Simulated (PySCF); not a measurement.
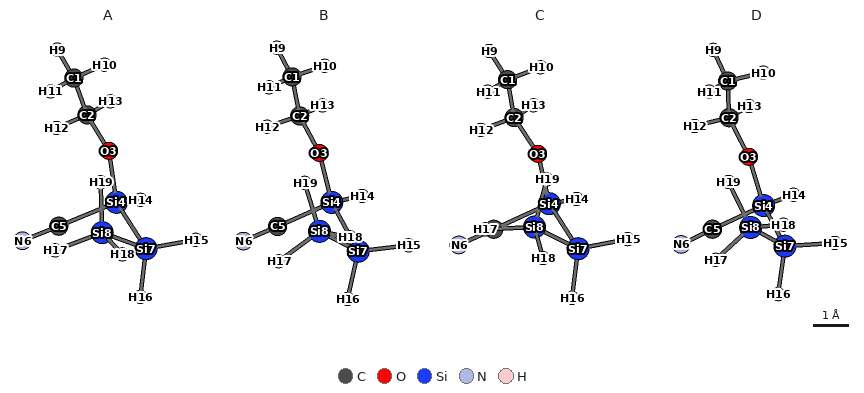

4 geometries from one relaxation of C$_{3}$H$_{11}$NOSi$_{3}$, in shuffled order. Style: ball-and-stick. Shown from a free direction.

The start comes from GFN2-xTB. Its atoms were then displaced at random by about 0.01 Å.

Computed with PBE0-D3(BJ)/def2-SVP geometry optimisation, gas phase in PySCF. 

**Order the frames from highest to lowest energy.**

D, B, A, C. They are steps 0, 6, 9, 19, at +10.1 kcal/mol, +1.18 kcal/mol, +0.55 kcal/mol relative to the last. The largest move after the best rigid fit is that of H17, 1.36 Å. Largest moves by element: H 1.36 Å, N 0.68 Å, C 0.46 Å, Si 0.28 Å, O 0.20 Å. Among the contacts that change: Si4–Si7 2.285 → 2.334 Å, C1–H11 1.055 → 1.100 Å, Si8–H17 1.452 → 1.494 Å, Si7–H16 1.464 → 1.495 Å. Bond angles that change, for instance: Si4–Si7–Si8 117.3° → 103.7°, C5–Si4–Si7 114.4° → 107.4°, H15–Si7–H16 102.5° → 109.3°. Groups turn about Si7–Si8 by about 55°. The energy falls by 10.1 kcal/mol in 19 geometry steps. Cost: 5.3 min on 1 thread of Arm Neoverse V2, with other jobs on the host.
